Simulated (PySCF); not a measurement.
Run report: C₄H₇F₃Si, NMR shielding calculation

- system: C₄H₇F₃Si, SMILES FC(F)(F)[C@@H]1C[C@H]1[SiH3]
- method: GIAO PBE/pcSseg-1 NMR shielding, non-relativistic, gas phase (PySCF 2.14.0)

The geometry comes from this level: GFN2-xTB. It belongs to a series of runs on one base structure; here: PBE/pcSseg-1; level_shift 0.2. Figures and captions count atoms from 1; the log counts them from 0 in places.

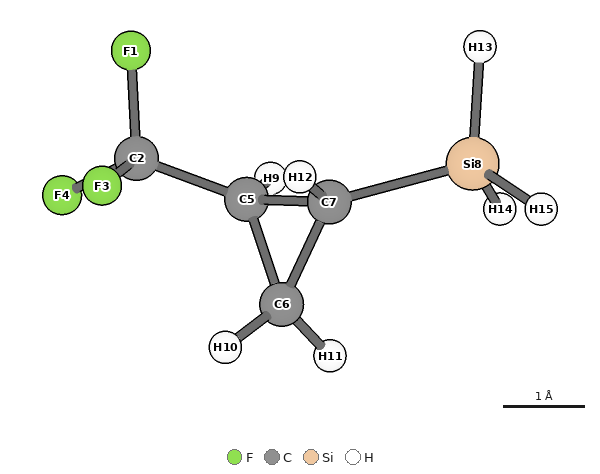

The input geometry (ball-and-stick view, seen on its broad side; atoms are numbered from 1 in the order of the input). Bond lengths as drawn: C–C 1.50 to 1.51 Å, C–F 1.34 to 1.35 Å, C–H 1.08 Å, C–Si 1.89 Å and H–Si 1.46 Å.

### The input
```
{"job": {"kind": "nmr", "xc": "PBE", "basis": "pcSseg-1", "pop": false, "scf": {"level_shift": 0.2}}, "charge": 0, "multiplicity": 1}
F     -2.258987     1.585851     0.071990
C     -2.018589     0.260144     0.093238
F     -2.210953    -0.136539     1.359354
F     -3.004786    -0.303192    -0.631584
C     -0.659320    -0.074636    -0.437013
C      0.016017    -1.324395     0.036574
C      0.524629     0.011590     0.488461
Si     2.158645     0.708106    -0.155237
H     -0.552477     0.227370    -1.470993
H     -0.512303    -1.945599     0.745447
H      0.587867    -1.881923    -0.689377
H      0.274245     0.271989     1.510570
H      2.068427     2.166951    -0.162261
H      2.358482     0.197014    -1.512861
H      3.224687     0.245258     0.731780
```

The first line tells a small driver script what to run in PySCF; the rest is the geometry in Å.

Launched with:
```bash
OMP_NUM_THREADS=1 python <driver script> task.json out
```

### What the program printed
```
final grid: 129176 points
cycle   1  E = -744.7889413943  dE =  1.014e+00  |g| = 9.846e-01  |ddm| = 3.383e+00
cycle   2  E = -744.6657946992  dE =  1.231e-01  |g| = 1.422e+00  |ddm| = 1.182e+00
cycle   3  E = -744.9467635359  dE = -2.810e-01  |g| = 2.575e-01  |ddm| = 4.879e-01
cycle   4  E = -744.9589100742  dE = -1.215e-02  |g| = 5.054e-02  |ddm| = 1.490e-01
cycle   5  E = -744.9593610914  dE = -4.510e-04  |g| = 5.770e-03  |ddm| = 4.258e-02
cycle   6  E = -744.9593668491  dE = -5.758e-06  |g| = 3.882e-03  |ddm| = 1.040e-02
cycle   7  E = -744.9593693392  dE = -2.490e-06  |g| = 1.109e-03  |ddm| = 2.604e-03
cycle   8  E = -744.9593695675  dE = -2.283e-07  |g| = 3.130e-04  |ddm| = 1.011e-03
cycle   9  E = -744.9593695798  dE = -1.238e-08  |g| = 1.278e-04  |ddm| = 2.962e-04
cycle  10  E = -744.9593695830  dE = -3.117e-09  |g| = 3.111e-05  |ddm| = 1.158e-04
cycle  11  E = -744.9593695832  dE = -2.467e-10  |g| = 7.510e-06  |ddm| = 3.384e-05
level shift removed, Fock matrix diagonalised once more
converged SCF energy = -744.9593695832

GIAO shielding tensors (ppm)
atom      isotropic    diamagn.    paramagn.     s11        s22        s33       span
  0 F      228.696     473.654    -244.958    135.497    225.704    324.887    189.390
  1 C       40.713     241.962    -201.249     31.642     42.275     48.223     16.581
  2 F      258.345     475.698    -217.353    171.000    267.899    336.136    165.136
  3 F      230.176     470.965    -240.789    135.438    228.367    326.724    191.287
  4 C      160.053     254.082     -94.029    124.983    145.649    209.527     84.544
  5 C      171.160     252.333     -81.173    144.819    167.920    200.740     55.921
  6 C      182.502     254.219     -71.717    154.287    181.712    211.506     57.219
  7 Si     396.496     880.957    -484.461    355.967    381.261    452.260     96.293
  8 H       30.463      32.576      -2.113     24.032     29.518     37.838     13.806
  9 H       30.504      31.496      -0.992     24.658     28.367     38.486     13.828
 10 H       31.059      31.784      -0.725     25.265     27.650     40.261     14.995
 11 H       31.321      32.621      -1.300     24.400     29.855     39.707     15.307
 12 H       27.323      28.952      -1.629     23.464     25.595     32.910      9.447
 13 H       28.305      29.458      -1.153     24.752     26.780     33.384      8.631
 14 H       27.331      28.518      -1.187     23.657     25.087     33.249      9.592
```

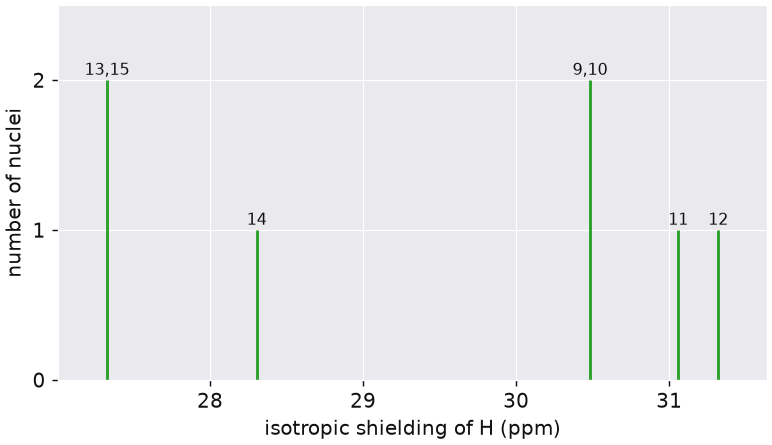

Isotropic shieldings of the hydrogen nuclei in this fixed geometry, labelled by atom number; shielding grows to the right, so chemical shift grows to the left. The least shielded is H13 (27.3 ppm), the most shielded H12 (31.3 ppm).

### Results in brief

```json
{"quantity": "outcome", "value": "converged"}
{"quantity": "total energy", "value": "−744.959370 hartree"}
{"quantity": "HOMO", "value": "−7.55 eV"}
{"quantity": "LUMO", "value": "−0.31 eV"}
{"quantity": "dipole moment", "value": "2.13 D"}
{"quantity": "isotropic shielding, F", "value": "228.7 to 258.3 ppm"}
{"quantity": "isotropic shielding, C", "value": "40.7 to 182.5 ppm"}
{"quantity": "isotropic shielding, Si", "value": "396.5 ppm"}
{"quantity": "isotropic shielding, H", "value": "27.3 to 31.3 ppm"}
{"quantity": "hardware", "value": "1 CPU thread, shared host"}
{"quantity": "wall time", "value": "50 s"}
{"quantity": "peak memory", "value": "0.74 GiB"}
```

### Notes

Settings chosen away from the usual ones: PBE/pcSseg-1; level_shift 0.2.
